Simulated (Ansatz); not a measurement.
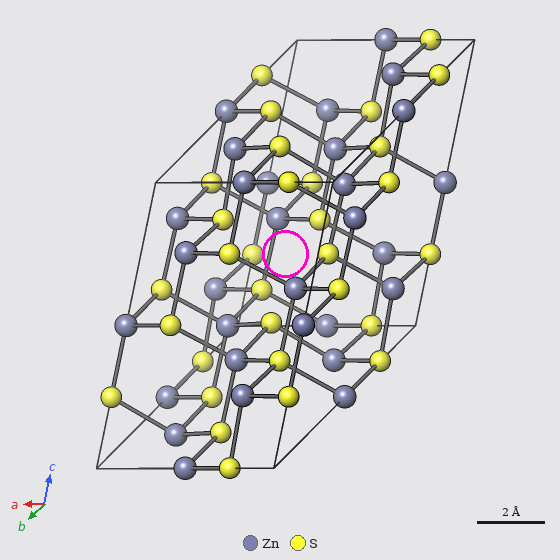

We look at a ball-and-stick model of the crystal from a general direction. The box is the supercell; atoms on or close to its faces, edges and corners are drawn wherever they repeat. The host is ZnS, in a cell of 32 sites, and the cell carries a charge of -1. A ring marks the defect's site.

How does this supercell depart from the perfect host?

A zinc vacancy. Around the empty site lie four S at about 2.2 Å.

Electronic-structure method: Ansatz 0.2.0, DFT LDA, scalar-relativistic, plane waves, PAW. Parameters: a basis cut at 420 eV, a 2×2×2 grid in reciprocal space, Gaussian smearing of 0.01 eV, collinear spins.

Does a spin moment come with the defect?

Yes, 1.0 μB in the cell.

The atoms were relaxed in the host's cell with Ansatz, DFT LDA, scalar-relativistic, plane waves, PAW.
